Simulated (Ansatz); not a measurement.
## Geometry relaxation, with input and output: Si$_{2}$H$_{10}$O$_{3}$ (part 5 of 5)

The same run, continued: Si$_{2}$H$_{10}$O$_{3}$; RKS PBE0-D4/def2-TZVP (Ansatz 0.2.0). The geometry is a transition state displaced along its imaginary mode. The reaction was set up to form Si1–O8, H7–O10 and H2–H9 and to break Si1–H2, H7–O8 and H9–O10 (atoms counted from 1 in the order of the input); sticks are drawn by distance alone.

Geometry of the input (Å):
```
Si 1.0797  0.5612  -0.1162
H  0.1690  -0.0202  0.8729
O  1.1041  -0.8412  -1.0277
Si 0.4234  -2.2464  -0.5405
H  1.7290  1.3938  -1.2790
H  2.0821  0.9067  0.9348
H  -1.0967  1.6424  0.0599
O  -0.3711  1.8640  -0.3206
H  -1.3839  0.3684  1.0715
O  -1.9141  0.7943  0.9712
H  0.9157  -2.7024  0.7868
H  -1.0661  -2.1628  -0.4817
H  0.8011  -3.2468  -1.5688
H  -0.2773  2.3913  -1.1170
H  -2.1952  1.2978  1.7544
```

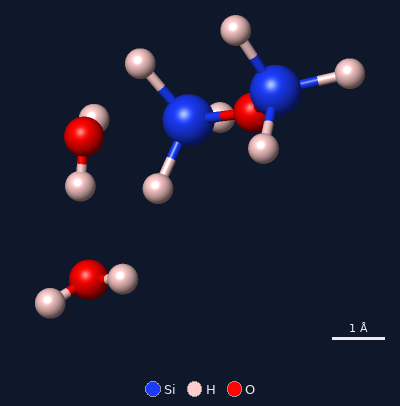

**Figure 1.** The geometry at step 72 of the log (ball-and-stick view, seen at a tilt).

### Results in brief

```csv
quantity,value
outcome,converged
total energy,−22051.6169 eV
mean-field energy,−22051.4064 eV
dispersion energy,−0.2105 eV
SCF solution under orbital rotations,stable
largest force (length of the vector) at the end,0.005 eV/Å
dipole moment,2.76 D
hardware,"8 threads of AMD EPYC, 23 GiB of memory available, shared host"
wall time,2.2 min (CPU time 15 min)
peak memory,0.71 GiB
```
